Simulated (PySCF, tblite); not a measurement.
# C₃H₈OPSi₂ radical: geometry, infrared bands and EPR parameters

Aim: predict the infrared bands and EPR parameters of C₃H₈OPSi₂ radical (`CO[SiH2]C#C[SiH]P`).

Computed with tblite 0.8.0 and PySCF 2.14.0, with density-fitted response routines of our own, on a single molecule in the gas phase. Atoms count from 0, in the outputs and in this text.

### Step 1. The starting structure

15 atoms, charge 0, multiplicity 2; geometry from: force field or distance geometry start.

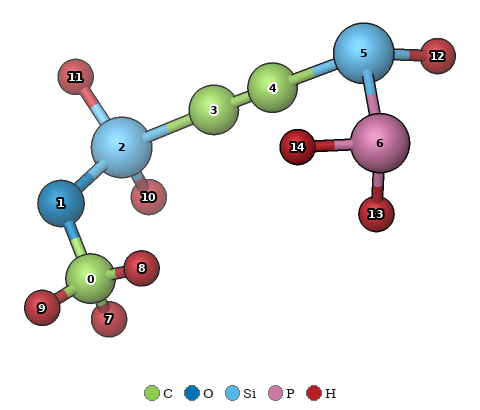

The starting geometry (carbon green, oxygen blue, silicon blue, phosphorus pink, hydrogen red), atoms numbered.

### Step 2. Geometry optimisation with GFN2-xTB

Job settings and geometry (Å):

```
{"job": {"kind": "relax", "xc": "GFN2-xTB", "basis": "xTB"}, "charge": 0, "multiplicity": 2}
C      2.203600    -1.356400     0.326000
O      2.415000    -0.097300     0.944700
Si     1.195600     0.560500     1.858100
C     -0.325600     0.970900     0.811400
C     -1.290500     1.203900     0.152100
Si    -2.784300     1.566700    -0.926900
P     -2.646300     0.192700    -2.672100
H      1.962300    -2.127200     1.064900
H      1.406500    -1.288900    -0.424900
H      3.112900    -1.648200    -0.180400
H      0.815100    -0.403300     2.917500
H      1.685300     1.793100     2.510600
H     -4.034800     1.245300    -0.183900
H     -2.442100    -1.000500    -1.933100
H     -1.277200     0.396700    -2.940600
```

Launch:

```sh
> OMP_NUM_THREADS=1 python probes_run.py task.json out
```

The driver reads the jobs from task.json and runs them one after another.

The log of the run:

```text
step      E/eV     max force
  0    -556.64846    3.143
  1    -556.56822    5.214
  2    -556.74425    0.985
  3    -556.77118    0.520
  4    -556.80121    0.936
  5    -556.82571    0.511
  6    -556.83824    0.298
  7    -556.85076    0.388
  8    -556.86093    0.448
  9    -556.86933    0.277
 10    -556.87619    0.209
 11    -556.88269    0.270
 12    -556.88970    0.318
 13    -556.89647    0.269
 14    -556.90089    0.222
 15    -556.90366    0.136
 16    -556.90595    0.138
 17    -556.90805    0.132
 18    -556.91034    0.186
 19    -556.91273    0.187
 20    -556.91515    0.194
 21    -556.91758    0.175
 22    -556.91953    0.107
 23    -556.92081    0.085
 24    -556.92199    0.112
 25    -556.92346    0.129
 26    -556.92496    0.104
 27    -556.92599    0.065
 28    -556.92650    0.049
 29    -556.92683    0.054
 30    -556.92728    0.067
 31    -556.92783    0.069
 32    -556.92832    0.054
 33    -556.92874    0.056
 34    -556.92926    0.058
 35    -556.93002    0.080
 36    -556.93096    0.090
 37    -556.93180    0.066
 38    -556.93241    0.064
 39    -556.93291    0.061
 40    -556.93354    0.077
 41    -556.93431    0.079
 42    -556.93497    0.066
 43    -556.93543    0.058
 44    -556.93582    0.047
 45    -556.93619    0.052
 46    -556.93654    0.042
 47    -556.93678    0.034
 48    -556.93696    0.031
 49    -556.93714    0.037
 50    -556.93735    0.039
 51    -556.93756    0.037
 52    -556.93777    0.038
 53    -556.93799    0.033
 54    -556.93826    0.049
 55    -556.93860    0.059
 56    -556.93901    0.059
 57    -556.93942    0.053
 58    -556.93983    0.046
 59    -556.94026    0.064
 60    -556.94065    0.060
 61    -556.94091    0.057
 62    -556.94118    0.042
 63    -556.94139    0.035
 64    -556.94161    0.036
 65    -556.94192    0.052
 66    -556.94238    0.071
 67    -556.94286    0.059
 68    -556.94321    0.037
 69    -556.94343    0.039
 70    -556.94361    0.045
 71    -556.94383    0.052
 72    -556.94408    0.036
 73    -556.94423    0.078
 74    -556.94450    0.034
 75    -556.94463    0.030
 76    -556.94479    0.031
 77    -556.94492    0.032
 78    -556.94521    0.042
 79    -556.94521    0.134
 80    -556.94570    0.083
 81    -556.94600    0.030
 82    -556.94614    0.042
 83    -556.94627    0.034
 84    -556.94718    0.059
 85    -556.94743    0.070
 86    -556.94776    0.057
 87    -556.94806    0.054
 88    -556.94881    0.042
 89    -556.94910    0.063
 90    -556.94964    0.068
 91    -556.94995    0.050
 92    -556.95011    0.022
 93    -556.95021    0.031
 94    -556.95032    0.033
 95    -556.95044    0.053
 96    -556.95058    0.053
 97    -556.95072    0.055
 98    -556.95088    0.031
 99    -556.95101    0.030
100    -556.95109    0.024
101    -556.95117    0.028
102    -556.95129    0.031
103    -556.95153    0.032
104    -556.95196    0.033
105    -556.95213    0.047
106    -556.95229    0.046
107    -556.95246    0.035
108    -556.95270    0.051
109    -556.95293    0.085
110    -556.95329    0.042
111    -556.95379    0.144
112    -556.95415    0.061
113    -556.95442    0.034
114    -556.95455    0.153
115    -556.95503    0.048
116    -556.95519    0.035
117    -556.95541    0.097
118    -556.95566    0.037
119    -556.95589    0.037
120    -556.95685    0.040
121    -556.95738    0.074
122    -556.95749    0.075
123    -556.95780    0.025
124    -556.95788    0.024
125    -556.95807    0.037
126    -556.95823    0.033
127    -556.95846    0.035
128    -556.95860    0.031
129    -556.95868    0.030
130    -556.95872    0.026
131    -556.95877    0.025
132    -556.95883    0.026
133    -556.95893    0.024
134    -556.95905    0.028
135    -556.95922    0.029
136    -556.95941    0.032
137    -556.95955    0.056
138    -556.95983    0.044
139    -556.96008    0.036
140    -556.96073    0.113
141    -556.96101    0.061
142    -556.96155    0.059
143    -556.96024    0.322
144    -556.96244    0.078
145    -556.96291    0.032
146    -556.96294    0.177
147    -556.96348    0.029
148    -556.96372    0.031
149    -556.96374    0.205
150    -556.96466    0.024
151    -556.96499    0.025
152    -556.96383    0.280
153    -556.96559    0.028
154    -556.96589    0.030
155    -556.96470    0.290
156    -556.96648    0.029
157    -556.96676    0.033
158    -556.96702    0.133
159    -556.96732    0.040
160    -556.96744    0.030
161    -556.96762    0.014
162    -556.96766    0.012
163    -556.96772    0.011
164    -556.96774    0.011
165    -556.96776    0.018
166    -556.96778    0.016
167    -556.96781    0.020
168    -556.96786    0.028
169    -556.96791    0.031
170    -556.96799    0.029
171    -556.96806    0.026
172    -556.96814    0.017
173    -556.96821    0.034
174    -556.96821    0.050
175    -556.96833    0.021
176    -556.96838    0.014
177    -556.96844    0.015
178    -556.96848    0.009
```

Run time: 2.3 s. Hardware: 1 thread of Arm Neoverse N1, shared host.

Relaxation path: (not every step is listed) (the energy doesn't fall at every step)

```
step  energy from step 0 (eV)  largest force (eV/Å)
   0                   0.0000                3.1431
   1                   0.0802                5.2138
   2                  -0.0958                0.9847
   3                  -0.1227                0.5199
   4                  -0.1527                0.9359
   5                  -0.1772                0.5106
   6                  -0.1898                0.2982
   7                  -0.2023                0.3881
   8                  -0.2125                0.4481
  24                  -0.2735                0.1124
  40                  -0.2851                0.0769
  56                  -0.2906                0.0593
  72                  -0.2956                0.0363
  88                  -0.3003                0.0423
 104                  -0.3035                0.0335
 120                  -0.3084                0.0396
 136                  -0.3110                0.0324
 152                  -0.3154                0.2800
 168                  -0.3194                0.0281
 173                  -0.3197                0.0342
 174                  -0.3197                0.0496
 175                  -0.3199                0.0206
 176                  -0.3199                0.0136
 177                  -0.3200                0.0152
 178                  -0.3200                0.0093
```

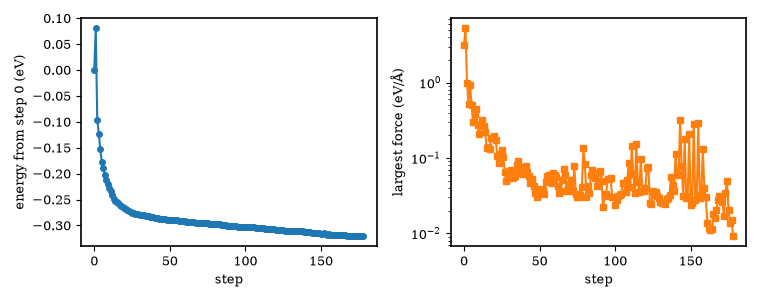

Energy and largest force along the relaxation.

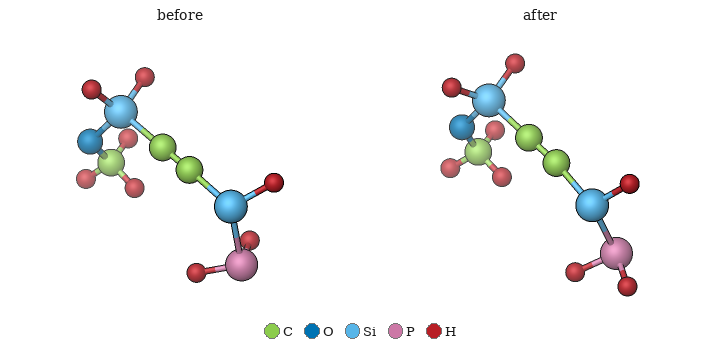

Before and after, at one scale.

Close pairs (by a distance rule), those that changed most:

```
   bond  before (Å)  after (Å)  change (Å)
 C4–Si5       1.878      1.834      -0.044
 O1–Si2       1.659      1.624      -0.035
 Si2–C3       1.892      1.857      -0.034
 P6–H13       1.418      1.385      -0.033
  C0–O1       1.419      1.393      -0.026
  C3–C4       1.192      1.217      +0.025
 P6–H14       1.410      1.386      -0.024
Si2–H11       1.478      1.455      -0.023
```

The next job starts from the end point, and lists it.

### Step 3. Harmonic vibrations with GFN2-xTB

Job settings and geometry (Å):

```
{"job": {"kind": "ir", "xc": "GFN2-xTB", "basis": "xTB"}, "charge": 0, "multiplicity": 2}
C      2.257562    -1.433033     0.519922
O      2.350521    -0.249961     1.249096
Si     1.200955     0.547439     2.073742
C     -0.250266     0.908994     0.972655
C     -1.202146     1.048329     0.227909
Si    -2.504535     1.375715    -1.021842
P     -2.669596    -0.327076    -2.455116
H      2.054667    -2.281387     1.178973
H      1.459228    -1.371957    -0.224686
H      3.210035    -1.595223     0.012730
H      0.679490    -0.239416     3.199547
H      1.952489     1.740100     2.433480
H     -3.791629     1.623507    -0.355643
H     -1.430648    -0.133198    -3.043893
H     -3.320542     0.395157    -3.443477
```

The log of the run:

```text
mode    cm-1     km/mol
  1      15.4      2.00
  2      29.2      0.67
  3      69.5      1.87
  4      71.0      5.85
  5      91.4      0.10
  6     110.9      0.12
  7     155.4     10.67
  8     190.6     12.32
  9     239.1     11.80
 10     264.2      1.68
 11     332.6     14.61
 12     413.2     41.53
 13     427.1     30.54
 14     491.3      9.20
 15     518.7    124.98
 16     574.6    138.20
 17     609.0     32.83
 18     703.6     15.53
 19     719.1    195.65
 20     727.3     45.57
 21     755.7    321.32
 22     780.3    270.19
 23     875.8    267.58
 24    1136.3      2.36
 25    1139.2     11.91
 26    1142.2     51.62
 27    1160.2    140.78
 28    1421.2      0.13
 29    1485.2      2.43
 30    1489.8      1.91
 31    2164.6    288.39
 32    2183.0    194.38
 33    2192.0    285.22
 34    2281.4     92.11
 35    2322.3    310.57
 36    2368.6    147.43
 37    2943.3     42.11
 38    2956.2     30.93
 39    2987.0     30.90
```

Run time: 0.98 s. Hardware: 1 thread of Arm Neoverse N1, shared host.

Which atoms move in the most intense modes:

```
cm⁻¹  km/mol                                  atoms
 719   195.7                     H13 56 %, H10 17 %
 756   321.3                     H10 46 %, H11 33 %
 780   270.2  Si2 31 %, H11 24 %, O1 14 %, H10 13 %
 876   267.6   C4 33 %, C3 32 %, Si2 16 %, Si5 16 %
2165   288.4             C3 40 %, C4 39 %, H12 17 %
2183   194.4                               H12 78 %
2192   285.2                               H10 94 %
2322   310.6                               H11 96 %
```

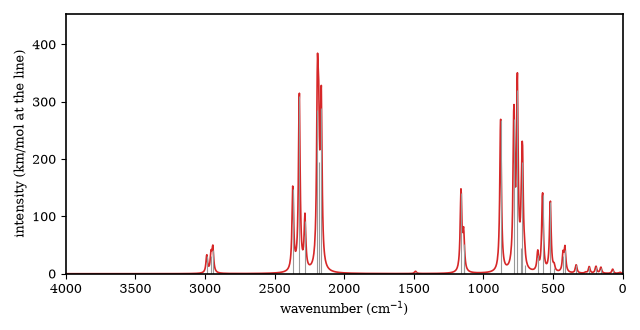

The infrared spectrum from these modes, unscaled. Lines are broadened to a width of 14 cm⁻¹ (Lorentzian).

### Step 4. EPR parameters: B3LYP/pcH-1

Same as in step 3 but for these lines:

```diff
@@ -1,2 +1,2 @@
-{"job": {"kind": "ir", "xc": "GFN2-xTB", "basis": "xTB"}, "charge": 0, "multiplicity": 2}
+{"job": {"kind": "epr", "basis": "pcH-1"}, "charge": 0, "multiplicity": 2}
 C      2.257562    -1.433033     0.519922
```

Level: UKS B3LYP, pcH-1 on C H O P Si, non-relativistic, mean-field spin-orbit, GIAO.

The log of the run:

```text
UKS, coarse grid
  cycle   1  E = -1114.55083722  |g| = 5.94e-01
  cycle   2  E = -1114.28274439  |g| = 9.89e-01
  cycle   3  E = -1114.67955004  |g| = 1.10e-01
  cycle   4  E = -1114.68128333  |g| = 8.52e-02
  cycle   5  E = -1114.68451803  |g| = 3.17e-02
  cycle   6  E = -1114.68497177  |g| = 9.60e-03
  cycle   7  E = -1114.68502667  |g| = 2.02e-03
  cycle   8  E = -1114.68502990  |g| = 7.50e-04
UKS, final grid
  cycle   1  E = -1114.68510077  |g| = 6.92e-04
  cycle   2  E = -1114.68510074  |g| = 8.85e-04
  cycle   3  E = -1114.68510116  |g| = 3.15e-04
  cycle   4  E = -1114.68510121  |g| = 1.25e-04
  cycle   5  E = -1114.68510125  |g| = 8.87e-05
  cycle   6  E = -1114.68510127  |g| = 2.48e-05
  cycle   7  E = -1114.68510127  |g| = 1.33e-05
E = -1114.68510127 Eh   <S^2> = 0.7551 (exact 0.7500)
g shifts (ppm)      1          2          3
  rmc          -143       -143       -143
  gc             44         43         71
  oz_so        -883        579       4539
  total        -982        479       4467
hyperfine (MHz)  atom isotope    a_iso     a_fc   dipolar eigenvalues
    0   13C      -0.04      -0.04     -0.13     -0.10      0.23
    1   17O       0.08       0.08     -0.13      0.03      0.09
    2  29Si       7.16       7.18     -0.34     -0.08      0.42
    3   13C      13.87      13.92    -13.21    -11.38     24.58
    4   13C      10.70      10.68     -9.43     -0.36      9.79
    5  29Si    -476.05    -476.87   -151.20     74.53     76.67
    6   31P      17.39      17.84    -57.33    -49.91    107.24
    7    1H      -0.00      -0.00     -0.39     -0.31      0.71
    8    1H       0.13       0.13     -0.74     -0.44      1.18
    9    1H       0.05       0.05     -0.32     -0.27      0.59
   10    1H       7.53       7.54     -0.86     -0.57      1.43
   11    1H       9.72       9.72     -0.82     -0.50      1.32
   12    1H      49.44      49.42     -8.06      0.79      7.27
   13    1H      20.47      20.46     -3.64     -0.31      3.95
   14    1H      21.77      21.76     -3.69     -0.41      4.11
```

Wall time 2.8 min (1 thread of Arm Neoverse N1, shared host); peak memory 0.98 GiB.

Principal g values 2.00134, 2.00280, 2.00679; g(iso) = 2.00364, against 2.00232 for a free electron.

Hyperfine couplings; where a row names several nuclei, a(iso) is their mean (it holds for fast rotation or exchange) and the dipolar term the largest among them:

```
    nuclei  isotope  a(iso) (MHz)  a(iso) (G, at g = 2.0023)  largest dipolar term (MHz)
       Si5     29Si        -476.1                     -169.9                      -151.2
       H12       1H          49.4                       17.6                        -8.1
  H13, H14       1H          21.1                        7.5                         4.1
        P6      31P          17.4                        6.2                       107.2
        C3      13C          13.9                        4.9                        24.6
        C4      13C          10.7                        3.8                         9.8
  H10, H11       1H           8.6                        3.1                         1.4
       Si2     29Si           7.2                        2.6                         0.4
        O1      17O           0.1                        0.0                        -0.1
H7, H8, H9       1H           0.1                        0.0                         1.2
        C0      13C           0.0                        0.0                         0.2
```

Mulliken spin populations:

C0 0.00; O1 0.00; Si2 -0.01; C3 0.18; C4 -0.10; Si5 0.80; P6 0.10; H7 0.00; H8 0.00; H9 0.00; H10 0.00; H11 0.01; H12 0.01; H13 0.00; H14 0.01

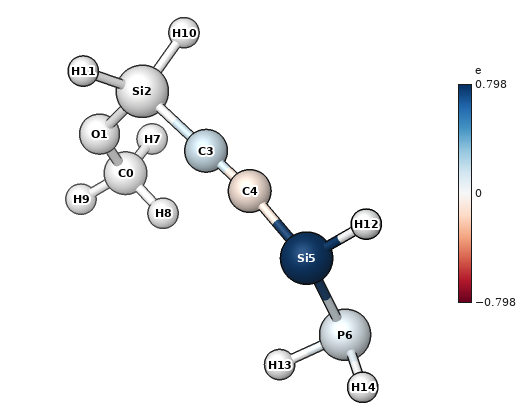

Mulliken spin populations, as colours on the atoms.

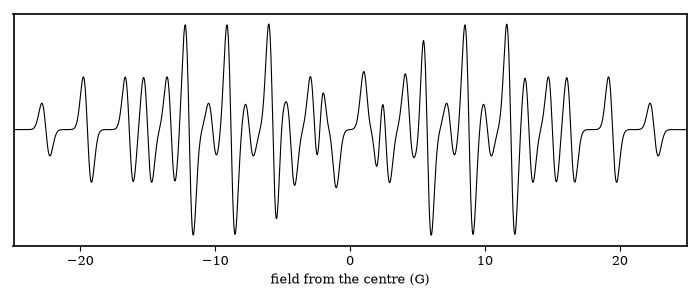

First-order isotropic spectrum (first derivative, main isotopes with spin only, couplings over 0.8 MHz, Gaussian width 0.3 G; couplings of the frozen geometry, rotation of groups not averaged beyond the rows shown).

Orbitals, density, ELF and potential are computed afterwards from the orbital file.

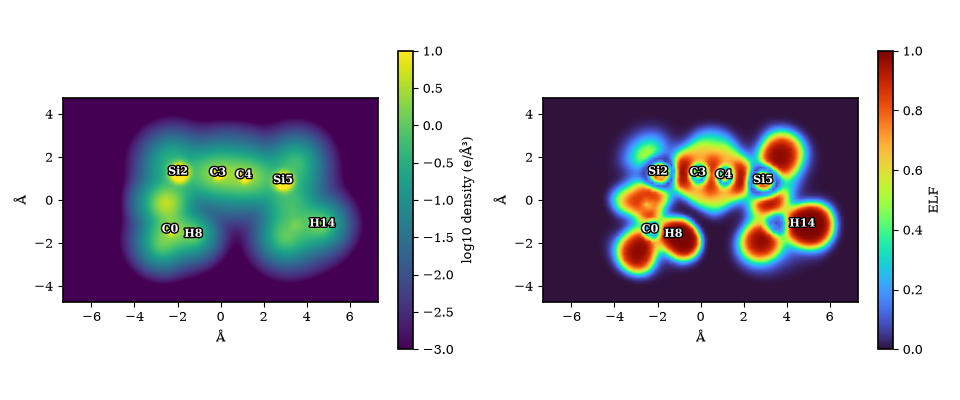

Density (left) and ELF (right) in a plane through or near 7 of the atoms.

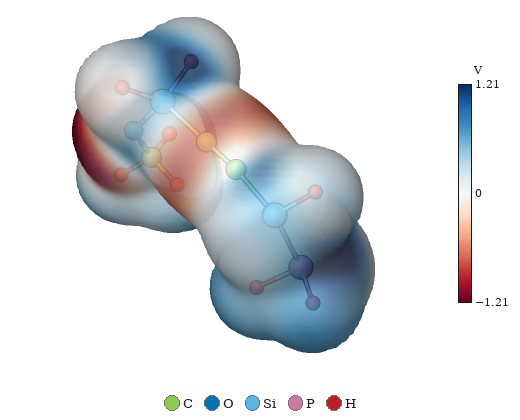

Electrostatic potential on the surface of density 0.002 e/bohr³; red is low, blue high. It runs from -1.15 V near O1 to 1.21 V near H14.

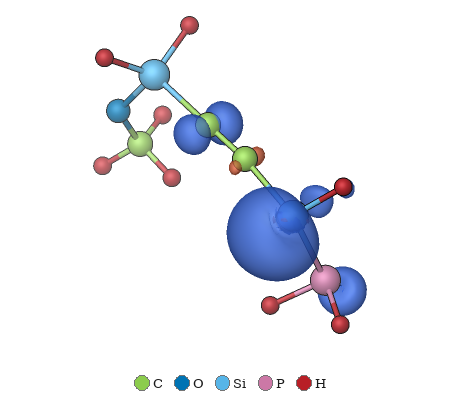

Spin density at ±0.04 e/Å³ (alpha excess blue, beta excess red).

### Step 5. Summary of results

```
                                 quantity                    value
strongest single infrared mode (GFN2-xTB)     756 cm⁻¹, 321 km/mol
             zero-point energy (GFN2-xTB)            58.0 kcal/mol
                           g(iso) (B3LYP)                  2.00364
                                     ⟨S²⟩       0.755 (exact 0.75)
       largest a(iso) (averaged by class)  29Si on Si5, -476.1 MHz
    surface potential, least and greatest       -1.15 V and 1.21 V
```

What this shows: Relaxing lowered the energy by 0.320 eV in 178 steps; the close pair that moved most is C4–Si5, from 1.878 to 1.834 Å. All 39 modes are real, so the xTB geometry is a minimum. The strongest single mode, at 756 cm⁻¹, moves mainly H10 and H11. GFN2-xTB is a fitted tight-binding method: band positions and strengths are rough. Its intensities can rank the bands wrongly. Si5 carries the largest spin population, 0.80 e. The isotropic g lies 1.3 ppt above the free-electron value.
